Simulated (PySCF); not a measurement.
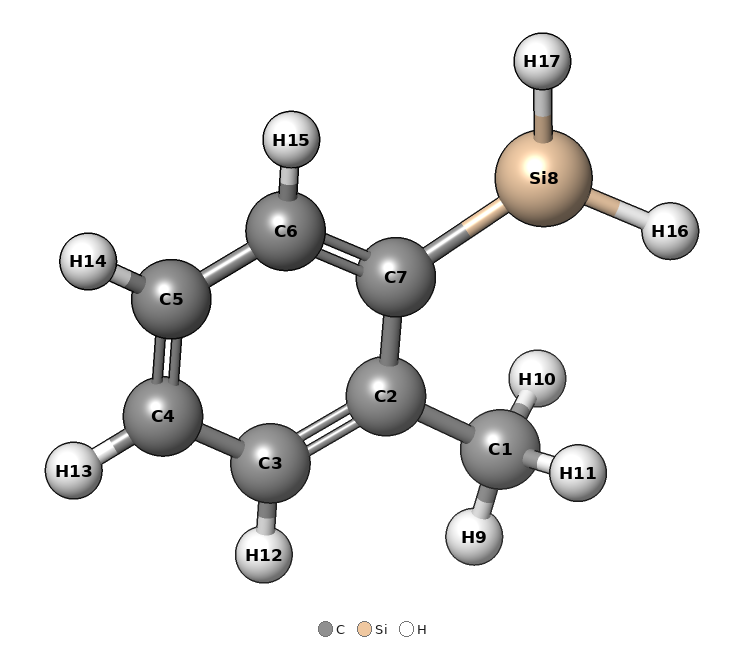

Charge 0, doublet. Computed geometry: GFN2-xTB optimisation. No frequency run is at hand to confirm it as a minimum. Level of theory: UKS B3LYP, pcH-1 on C H Si, non-relativistic (PySCF 2.14.0). Fermi-contact and spin-dipolar terms alone, no spin-orbit part.

Which nucleus has the largest dipolar (anisotropic) hyperfine coupling?

Answer. 29Si at Si8: principal values −172.0, 85.8, 86.2 MHz.

List the isotropic and dipolar parts for the most strongly coupled nuclei, one of each equivalent set.

```
atom  isotope  a_iso (MHz)  dipolar part (MHz)
 Si8     29Si       −205.9  −172.0, 85.8, 86.2
  C4      13C         11.0    −9.8, −8.8, 18.5
  C6      13C         12.2    −8.9, −8.3, 17.2
  C2      13C         10.9    −8.8, −8.2, 17.0
 H16       1H        −28.4     −11.4, 3.2, 8.2
 H17       1H        −27.4     −11.2, 3.2, 8.1
  C7      13C        −16.1      −9.4, 4.5, 5.0
  C5      13C         −9.3      −7.4, 3.2, 4.1
```

The geometry is semi-empirical. Around Si such bond lengths and angles can be off by a tenth of an ångström or more and by several degrees, and values that hang on the shape move with them.
